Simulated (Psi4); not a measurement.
# BP86/def2-SV(P) (core potential, sweep point 1) run of InH2ClO (SMILES [OH][InH][Cl])

Aim: the vertical singlet–triplet gap of InH2ClO at BP86/def2-SV(P) (core potential, sweep point 1), from 2 runs. The job is set up through a Python script.

The calculation is run with Psi4 1.11.

## Step 1: The system as given

InH2ClO: 5 atoms, total charge 0, spin state singlet. SMILES: `[OH][InH][Cl]`. The coordinates come from a PBE0-D4/def2-TZVP relaxation. This is one conformer, not always the lowest.

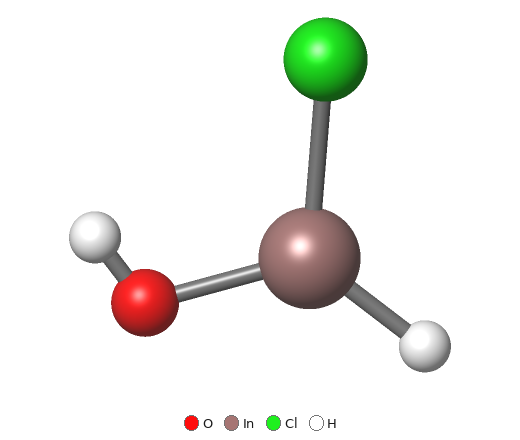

Viewed from a chosen angle; oxygen red, indium brown, chlorine green, hydrogen white.

## Step 2: The energy at BP86/def2-SV(P) (core potential, sweep point 1)

File run.py:

```python
import psi4

psi4.set_memory('1600 MB')
psi4.set_num_threads(1)
psi4.set_output_file('psi4.out', False)

m = psi4.geometry("""
O     -2.62690829     0.24906590    -1.09037197
In     0.84943189     0.75929196     0.12698960
Cl     2.43377828    -3.01845954     1.75820119
H     -3.17795242    -1.46415980    -0.84470758
H      2.52146157     3.47426148     0.05007774
units au
symmetry c1
""")

psi4.set_options({
    'basis': 'def2-SV(P)',
    'puream': True,
    'scf_type': 'pk',
    'dft_radial_points': 99,
    'dft_spherical_points': 590,
})

e, wfn = psi4.energy('bp86', return_wfn=True)
print(f'total energy {e:.8f} hartree = {e * 27.211386:.5f} eV')
for k, v in sorted(psi4.core.scalar_variables().items()):
    print(f'{k:45s} {v:18.10f}')
```

Started as:

```
$ python run.py
```

psi4.out:

```text
[...]
    !!!  WARNING: ECP capability is in beta. Please check occupations closely.  !!!
[...]
  Running in c1 symmetry.
[...]
  Nuclear repulsion =  168.631608986548400
[...]
  Multiplicity = 1
[...]
  Nalpha       = 24
  Nbeta        = 24
[...]
    Number of basis functions: 62
[...]
   @RKS iter   1:  -726.45342934636290   -7.81828e-01   1.37302e-02 DIIS/ADIIS
[...]
   @RKS iter  10:  -726.75124236034503   -4.21212e-08   9.22515e-07 DIIS
[...]
    Orbital Energies [Eh]
    ---------------------
    Doubly Occupied:
       1A   -100.677292     2A    -18.772532     3A     -9.160756
       4A     -6.988329     5A     -6.982375     6A     -6.981505
       7A     -4.514164     8A     -2.960015     9A     -2.953075
      10A     -2.950243    11A     -0.881089    12A     -0.749403
      13A     -0.724373    14A     -0.721027    15A     -0.718822
      16A     -0.714367    17A     -0.684861    18A     -0.437576
      19A     -0.371943    20A     -0.313332    21A     -0.282041
      22A     -0.278082    23A     -0.260388    24A     -0.256346
[...]
  @RKS Final Energy:  -726.75124236034503
   => Energetics <=
    Nuclear Repulsion Energy =            168.6316089865484003
    One-Electron Energy =               -1411.5645303573028286
    Two-Electron Energy =                 570.6690621194389905
    DFT Exchange-Correlation Energy =     -54.4873831090295653
    Empirical Dispersion Energy =           0.0000000000000000
    VV10 Nonlocal Energy =                  0.0000000000000000
    Total Energy =                       -726.7512423603450316
[...]
 Multipole Moments:
 ------------------------------------------------------------------------------------
     Multipole            Electronic (a.u.)      Nuclear  (a.u.)        Total (a.u.)
 ------------------------------------------------------------------------------------
 L = 1.  Multiply by 2.5417464519 to convert [e a0] to [Debye]
 Dipole X            :          2.5166300           -2.4960263            0.0206037
 Dipole Y            :         28.2238431          -27.8502221            0.3736210
 Dipole Z            :         -6.5956735            6.5035037           -0.0921698
 Magnitude           :                                                    0.3853731
[...]
```

The script printed:

```text
total energy -726.75124236 hartree = -19775.90858 eV
CURRENT ENERGY                                   -726.7512423603
CURRENT REFERENCE ENERGY                         -726.7512423603
DD SOLVATION ENERGY                                 0.0000000000
DFT FUNCTIONAL TOTAL ENERGY                      -726.7512423603
DFT TOTAL ENERGY                                 -726.7512423603
DFT VV10 ENERGY                                     0.0000000000
DFT XC ENERGY                                     -54.4873831090
GRID ELECTRONS ALPHA                               24.0000005680
GRID ELECTRONS BETA                                24.0000005680
GRID ELECTRONS TOTAL                               48.0000011361
NUCLEAR REPULSION ENERGY                          168.6316089865
ONE-ELECTRON ENERGY                             -1411.5645303573
PCM POLARIZATION ENERGY                             0.0000000000
PE ENERGY                                           0.0000000000
SCF ITERATION ENERGY                             -726.7512423603
SCF ITERATIONS                                     10.0000000000
SCF TOTAL ENERGY                                 -726.7512423603
TWO-ELECTRON ENERGY                               570.6690621194
XC GRID RADIAL POINTS                              99.0000000000
XC GRID SPHERICAL POINTS                          590.0000000000
XC GRID TOTAL POINTS                           278503.0000000000
```

Run time: 10 s. Hardware: 1 thread of AMD EPYC 7R43 (Zen 3), shared host; peak memory 0.63 GiB.

## Step 3: The triplet, same level

File clh2ino.py:

```python
import psi4

psi4.set_memory('1600 MB')
psi4.set_num_threads(1)
psi4.set_output_file('output.dat', False)

mol = psi4.geometry("""
0 3
O     -2.62690829     0.24906590    -1.09037197
In     0.84943189     0.75929196     0.12698960
Cl     2.43377828    -3.01845954     1.75820119
H     -3.17795242    -1.46415980    -0.84470758
H      2.52146157     3.47426148     0.05007774
units au
symmetry c1
""")

psi4.set_options({
    'basis': 'def2-SV(P)',
    'reference': 'uks',
    'puream': True,
    'scf_type': 'pk',
    'dft_radial_points': 99,
    'dft_spherical_points': 590,
    'maxiter': 150,
})

result, w = psi4.energy('bp86', return_wfn=True)
print(f'bp86 energy: {result:.10f} Eh')
```

Started as:

```
$ python clh2ino.py
```

output.dat:

```text
[...]
    !!!  WARNING: ECP capability is in beta. Please check occupations closely.  !!!
[...]
  Running in c1 symmetry.
[...]
  Nuclear repulsion =  168.631608986548400
[...]
  Multiplicity = 3
[...]
  Nalpha       = 25
  Nbeta        = 23
[...]
    Number of basis functions: 62
[...]
   @UKS iter   1:  -726.11864478511086   -4.47043e-01   1.50792e-02 ADIIS/DIIS
[...]
   @UKS iter  27:  -726.57030550236186   -3.65117e-09   1.66080e-07 DIIS
[...]
   @S^2 Observed:                2.003308479E+00
[...]
    Orbital Energies [Eh]
    ---------------------
    Alpha Occupied:
       1A   -100.709858     2A    -18.816784     3A     -9.194428
       4A     -7.022948     5A     -7.017877     6A     -7.013923
       7A     -4.491788     8A     -2.933815     9A     -2.932120
      10A     -2.930768    11A     -0.926105    12A     -0.765370
      13A     -0.707363    14A     -0.699612    15A     -0.698416
      16A     -0.697713    17A     -0.686638    18A     -0.461209
      19A     -0.392462    20A     -0.342434    21A     -0.319402
      22A     -0.309588    23A     -0.306820    24A     -0.292804
      25A     -0.095476
    Alpha Virtual:
[...]
  @UKS Final Energy:  -726.57030550236186
   => Energetics <=
    Nuclear Repulsion Energy =            168.6316089865484003
    One-Electron Energy =               -1410.9960971062002955
    Two-Electron Energy =                 570.2550944126985542
    DFT Exchange-Correlation Energy =     -54.4609117954084496
    Empirical Dispersion Energy =           0.0000000000000000
    VV10 Nonlocal Energy =                  0.0000000000000000
    Total Energy =                       -726.5703055023618617
[...]
 Multipole Moments:
 ------------------------------------------------------------------------------------
     Multipole            Electronic (a.u.)      Nuclear  (a.u.)        Total (a.u.)
 ------------------------------------------------------------------------------------
 L = 1.  Multiply by 2.5417464519 to convert [e a0] to [Debye]
 Dipole X            :          2.3828576           -2.4960263           -0.1131686
 Dipole Y            :         27.6659661          -27.8502221           -0.1842560
 Dipole Z            :         -6.6860282            6.5035037           -0.1825245
 Magnitude           :                                                    0.2829710
[...]
```

Standard output:

```text
bp86 energy: -726.5703055024 Eh
```

It took 26 s on 1 thread of AMD EPYC 7R43 (Zen 3), shared host; peak memory 0.63 GiB.

## Step 4: Outcome

At BP86/def2-SV(P) (core potential, sweep point 1):

| quantity | value |
| --- | --- |
| singlet: total energy | -726.75124 Eh |
| singlet: dipole moment | 0.98 D |
| singlet: HOMO energy | -6.98 eV |
| singlet: LUMO energy | -2.17 eV |
| singlet: HOMO–LUMO gap | 4.80 eV |
| triplet: total energy | -726.57031 Eh |
| triplet: dipole moment | 0.72 D |
| triplet: HOMO energy (highest over α and β) | -2.60 eV |
| triplet: ⟨S²⟩ | 2.003 |
| vertical energy of the triplet above the singlet | 4.924 eV |

What this shows: At this shape the triplet lies 4.92 eV (475 kJ/mol) above the singlet.
